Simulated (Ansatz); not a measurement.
ClNSi2

Input file:

```
crystal:
  periodic: [false, false, false]
  atoms:
    - symbol: Cl
      position_ang: [-1.712500, 0.898125, 0.891680]
    - symbol: "N"
      position_ang: [0.730663, -0.421262, -0.141457]
    - symbol: Si
      position_ang: [0.349990, 1.136228, 0.476495]
    - symbol: Si
      position_ang: [1.281807, -1.785490, -0.735299]
basis:
  gaussian:
    orbitals: def2-TZVPD
total_charge: 0
hamiltonian:
  xc: {name: PBE0}
output: {forces: true, orbitals: {seedname: orbitals}}
```

Launched as:

```sh
ansatz run input.yaml --threads 1 --pin off --max-ram 2610MiB --events-out events.jsonl --progress --plain --runs-dir runs
```

Geometry: PBE0-D3(BJ)/def2-SVP.

Theory: isolated molecule in a Gaussian basis; Kohn-Sham density functional theory, functional PBE0 in Ansatz 0.2.0.

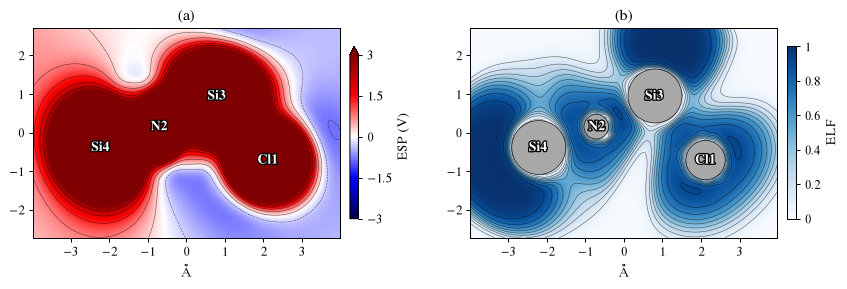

Figure 1. (a) molecular electrostatic potential; (b) ELF on the molecular plane. Grey discs cover the atomic cores in the ELF map.

### Describe what can be read from this map.

The section cuts through Cl, N and Si sites.
Si–N (1.59 Å): the ELF peaks at about 0.85 between the atoms; a polar covalent bond.
Si–Cl (2.12 Å): the ELF peaks at about 0.85 between the atoms: a shared but strongly polarised pair.
Si–N (1.72 Å): the ELF peaks at about 0.90 between the atoms; a shared but strongly polarised pair.
The ELF also peaks beside Cl1, Si4 and Si3, away from the bonds: lone-pair regions.
Outside the dense part of the molecule the potential is most negative (−0.8 V) near Cl1.

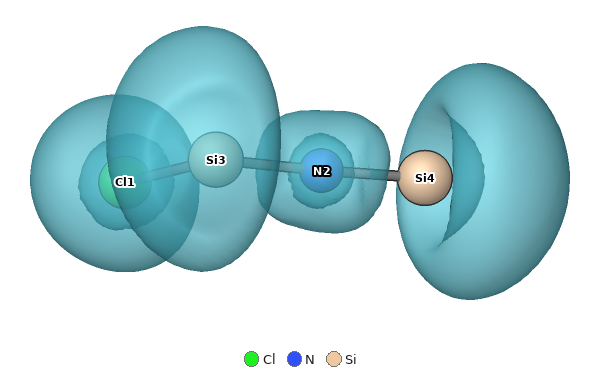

Figure 2. Isosurface of the electron localisation function at 0.75 (cyan), seen from one side. Core shells and regions of very low density are left out.

### Identify the bonds, lone pairs and shells in this picture.

The surface consists of one region on Cl in which the atom's valence shell and bonds are merged, one region on N in which the atom's valence shell and bonds are merged and two lobes on Si, pointing away from the bonds (lone pairs).

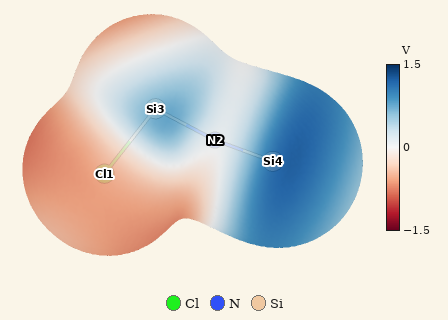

Figure 3. The molecular electrostatic potential painted on the density surface at 0.001 e/bohr³, seen across its widest extent; the colour scale runs from red (negative) to blue (positive).

### Which sites attract a positive test charge, and which a negative one?

A positive charge is drawn to the negative regions and a negative charge to the positive ones. The most negative region (about −0.8 V, or −18 kcal/mol for a unit charge) lies over Cl1, the most positive (about +1.2 V, or +28 kcal/mol for a unit charge) over Si4.

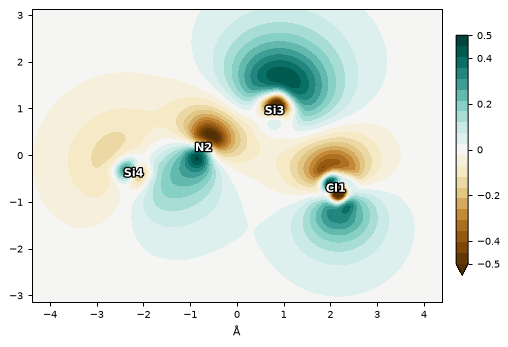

Figure 4. The HOMO on the molecular plane (values in Å⁻³ᐟ²; the overall sign is arbitrary).

### What is the character of this orbital?

It lies mainly on Si3 (about 60 %), Cl1 (about 20 %), N2 (about 10 %) and Si4 (about 10 %); it is symmetric in the molecular plane (an in-plane orbital: σ, lone-pair or in-plane π type). Its energy is −6.85 eV.
